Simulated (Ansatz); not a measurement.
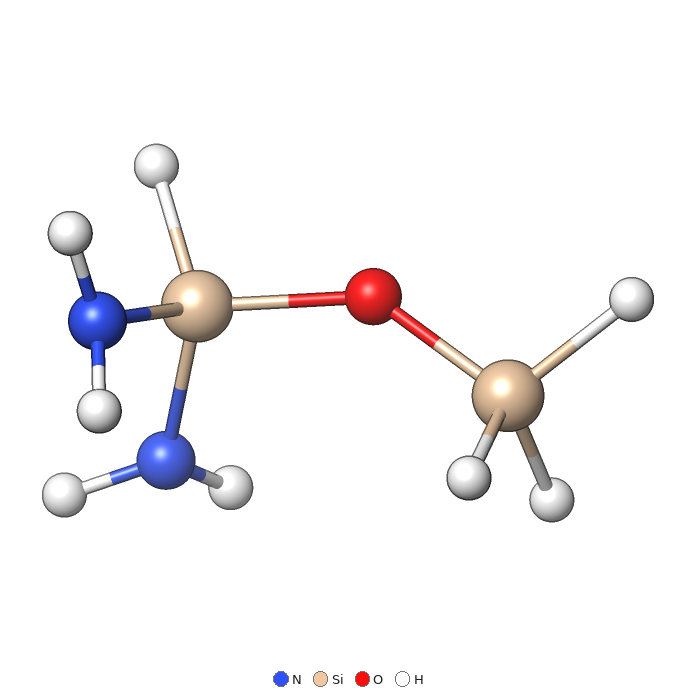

Computed geometry: PBE0-D4/def2-TZVP optimisation. No frequency run is at hand to confirm it as a minimum.

Give the structural formula.

SMILES: N[SiH](N)O[SiH3]

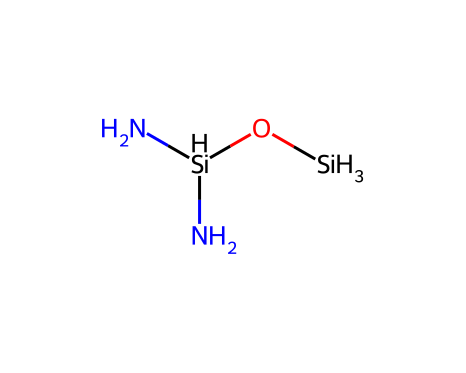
